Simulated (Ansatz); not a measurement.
# F₂GeH₄Si: what the fields show

Input file:

```
crystal:
  periodic: [false, false, false]
  atoms:
    - {symbol: F, position_ang: [1.694257, -0.333968, 0.485208]}
    - {symbol: F, position_ang: [-2.039757, -0.456939, -0.790447]}
    - {symbol: Ge, position_ang: [-1.028473, 0.972228, -0.812455]}
    - {symbol: Si, position_ang: [1.229075, 0.219880, -0.974044]}
    - {symbol: H, position_ang: [1.351170, -0.881871, -1.968497]}
    - {symbol: H, position_ang: [2.120550, 1.355697, -1.350047]}
    - {symbol: H, position_ang: [-1.469873, 1.783551, -2.046132]}
    - {symbol: H, position_ang: [-1.338519, 1.739692, 0.484626]}
basis:
  gaussian:
    orbitals: def2-TZVPD
hamiltonian:
  xc: pbe0
output: {forces: true, orbitals: {seedname: orbitals}}
```

Run with:

```sh
ansatz run input.yaml --threads 1 --pin off --max-ram 2610MiB --events-out events.jsonl --progress --plain --runs-dir runs
```

Geometry: PBE0-D3(BJ)/def2-SVP.

The calculation used Ansatz, isolated molecule in a Gaussian basis; Kohn-Sham density functional theory, functional PBE0.

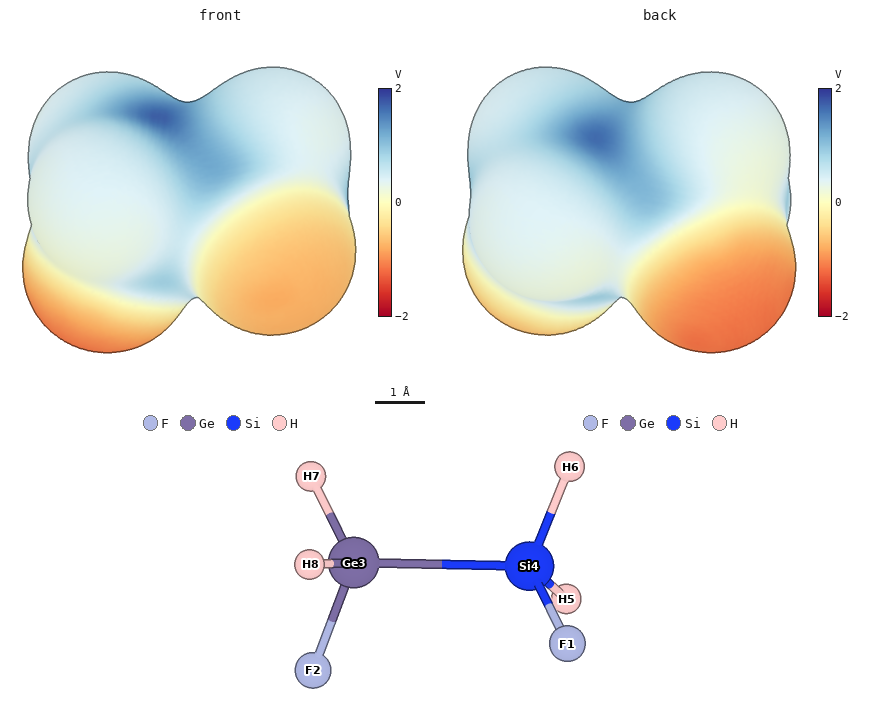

Figure 1. The electrostatic potential painted on the density surface at 0.001 e/bohr³, seen from the front and from behind; the colour scale runs from red (negative) to blue (positive). The bare structure is drawn below in the same view.

### Describe the electrostatic potential map.

The most negative region (about −1.1 V) lies over F2, the most positive (about +1.6 V) over Ge3 and Si4.

### What dipole moment does the calculation give?

Its dipole moment is 2.60 D.

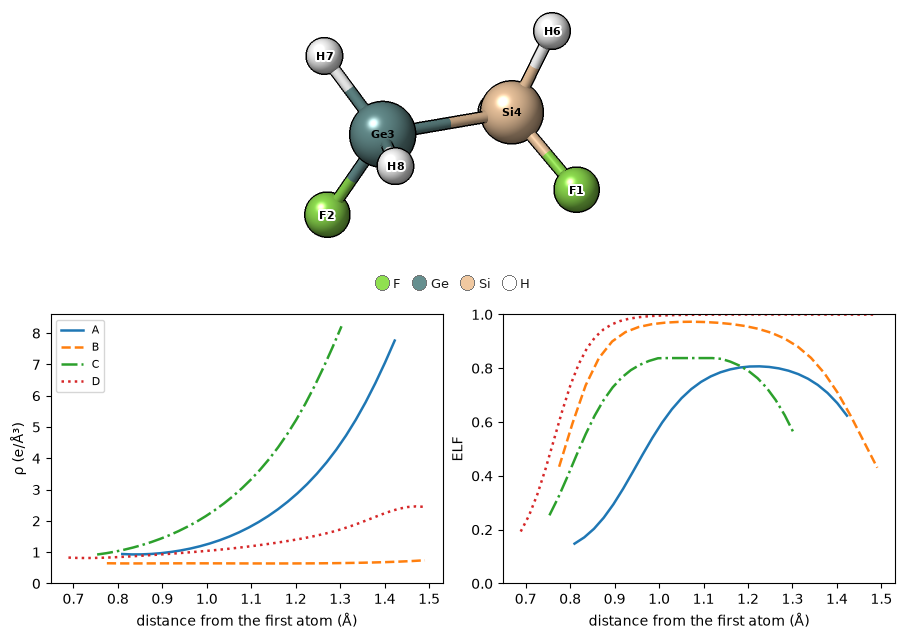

Figure 2. Total electron density and electron localisation function along straight lines between neighbouring atoms. The curves leave out the atomic cores. The structure is drawn too.

### Which curve belongs to which contact (Ge–F, Si–F, Si–Ge and Si–H)? The first atom named is at distance zero.

Curve A: Ge–F (1.75 Å): the density is about 0.94 e/Å³ at the midpoint; the ELF peaks at about 0.80 in the valence shell of F, 0.5 Å from its nucleus, and is about 0.25 at the midpoint. Curve B: Si–Ge (2.39 Å): the density is about 0.64 e/Å³ at the midpoint; the ELF peaks at about 1 between the atoms (localised, covalent bonding). Curve C: Si–F (1.63 Å): the density is about 1.1 e/Å³ at the midpoint; the ELF peaks at about 0.85 in the valence shell of F, 0.6 Å from its nucleus, and is about 0.50 at the midpoint. Curve D: Si–H (1.49 Å): ρ at the midpoint is about 0.82 e/Å³; the ELF climbs to about 1 towards the hydrogen, as it does in any bond to H.

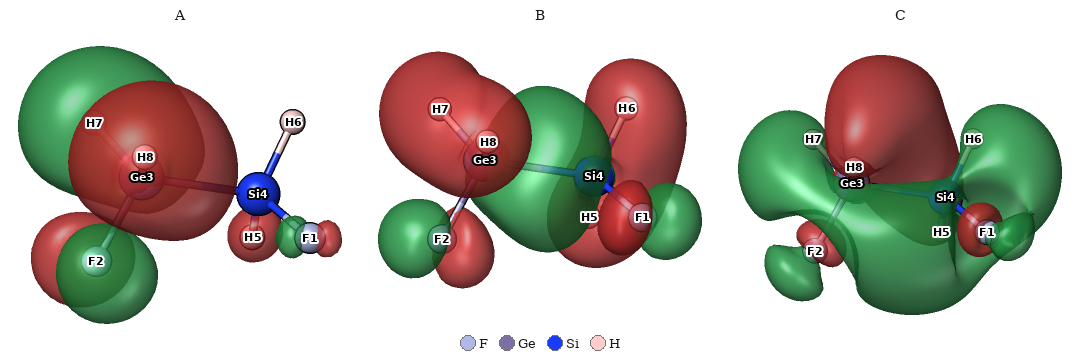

Figure 3. Three frontier orbitals at ±0.05 Å⁻³ᐟ² (green and red are the two phases), in no order.

### Which picture is the HOMO−1, the HOMO and the LUMO?

A is the HOMO−1 (−9.78 eV). It lies mainly on Ge3 (about 30 %), F2 (about 25 %), H8 (about 20 %) and H7 (about 20 %). B is the HOMO (−8.55 eV). It lies mainly on Ge3 (about 30 %), Si4 (about 30 %), F2 (about 10 %) and F1 (about 5 %). C is the LUMO (−1.11 eV). By Hirshfeld shares it lies mainly on Si4 (about 35 %), Ge3 (about 35 %) and F2 (about 5 %).

### What is the HOMO–LUMO gap?

7.44 eV between the orbital energies.
